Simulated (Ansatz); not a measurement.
```xyz
28
charge 0, multiplicity 1
C    -1.6724   -2.9910   -1.0968
O    -0.7430   -1.9978   -0.8324
Zr    0.3400   -0.4078   -0.6767
O     0.7384    0.2606   -2.4667
O    -0.4653    1.0027    0.3664
C    -1.3132    2.0170    0.8199
C    -2.7510    1.5315    0.8216
C    -1.1308    3.2618   -0.0282
N     2.0559   -0.9411    0.2936
C     2.8088   -0.0687    1.1583
C     2.6612   -2.2419    0.1607
H    -2.6328   -2.7686   -0.6174
H    -1.8440   -3.0909   -2.1749
H    -1.3208   -3.9573   -0.7171
H     1.3460    0.4938   -3.1621
H    -1.0238    2.2520    1.8547
H    -3.0728    1.3020   -0.1985
H    -2.8478    0.6270    1.4255
H    -3.4204    2.2929    1.2294
H    -0.0881    3.5852   -0.0127
H    -1.7526    4.0807    0.3420
H    -1.4096    3.0557   -1.0653
H     2.3131    0.9006    1.2599
H     2.9150   -0.4925    2.1688
H     3.8243    0.1132    0.7741
H     2.0580   -2.8901   -0.4822
H     2.7589   -2.7459    1.1345
H     3.6689   -2.1831   -0.2784
```

What structure does this define?

It has 28 atoms: 6 carbon, 17 hydrogen, 1 nitrogen, 3 oxygen and 1 zirconium (C6H17NO3Zr). As SMILES it reads `C[O][Zr@@]([OH])([O]C(C)C)[N](C)C`. The point group is C1. Coordination, clear cases only: 6 C tetrahedral; 1 Zr tetrahedral; 1 O bent; 1 N trigonal planar.

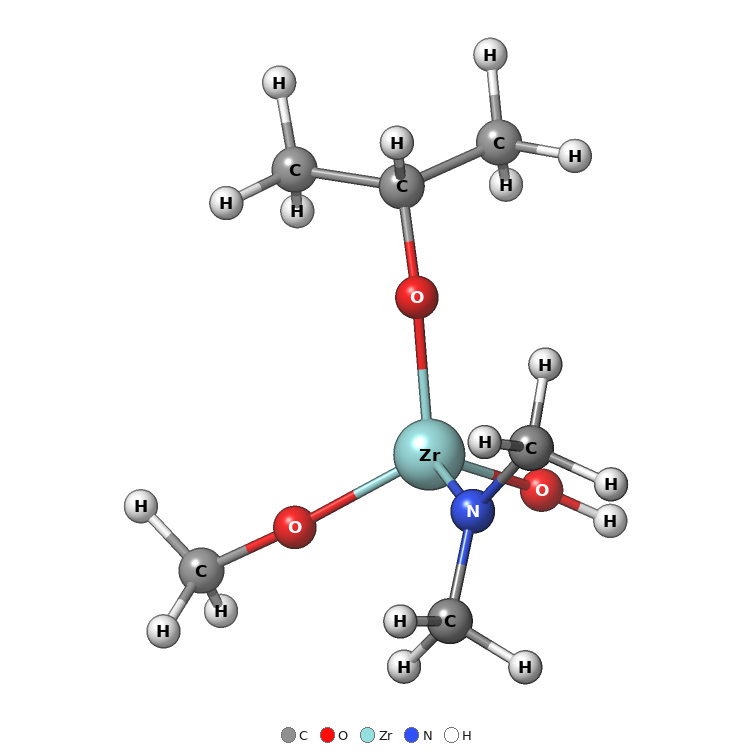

(Drawn from a calculation with Ansatz.)
